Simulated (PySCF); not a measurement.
System: C₃H₈GeS₂, SMILES C=C[S][GeH2][S]C, singlet.

Vertical TDDFT excitations, CAM-B3LYP/def2-SVPD, PySCF, at a GFN2-xTB geometry (no frequency check), gas phase.

**Where does it absorb, and how strongly?**

The lowest singlet lies at 5.04 eV (246 nm, f = 0.003); the brightest of the first 8 is S4 at 5.80 eV (214 nm), f = 0.286, mainly HOMO → LUMO+2 (84 %). No singlet lies below 3.1 eV (beyond 400 nm), so at this level no vertical transition falls in the visible.


| state | E (eV) | λ (nm) | f | main character |
| --- | --- | --- | --- | --- |
| S1 | 5.04 | 246 | 0.003 | HOMO → LUMO (65 %) |
| S2 | 5.28 | 235 | 0.015 | HOMO−1 → LUMO (75 %) |
| S3 | 5.61 | 221 | 0.002 | HOMO → LUMO+1 (58 %) |
| S4 | 5.80 | 214 | 0.286 | HOMO → LUMO+2 (84 %) |
| S5 | 5.98 | 207 | 0.011 | HOMO−1 → LUMO+1 (71 %) |
| S6 | 6.20 | 200 | 0.000 | HOMO → LUMO+3 (77 %) |
| S7 | 6.48 | 191 | 0.004 | HOMO−1 → LUMO+3 (31 %) |
| S8 | 6.65 | 187 | 0.007 | HOMO → LUMO+4 (39 %) |

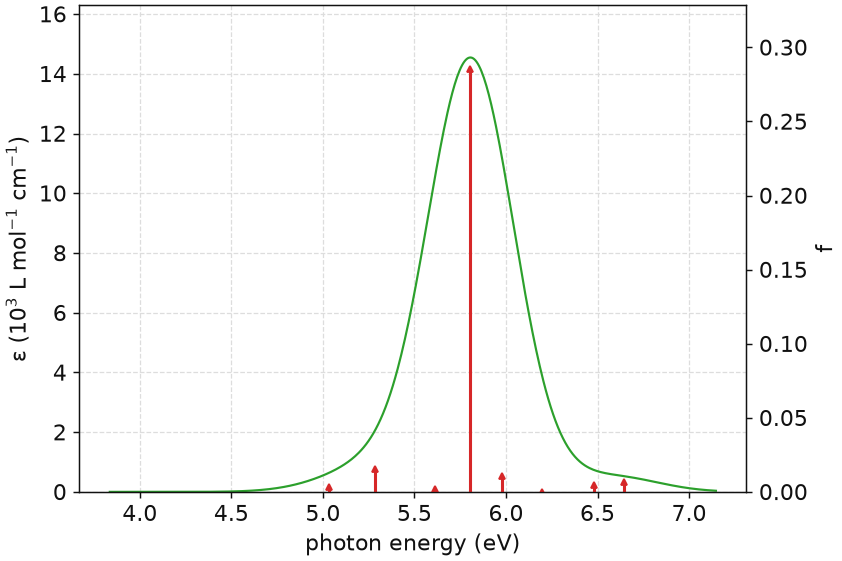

Only the first 8 singlet excitations are included; each is broadened by a Gaussian of 1/e half-width 0.33 eV. Sticks give oscillator strengths (right axis).

Caveats: the tight-binding geometry is rougher than a DFT one and adds to the error; one conformer of a flexible molecule; core orbitals are frozen in the response.
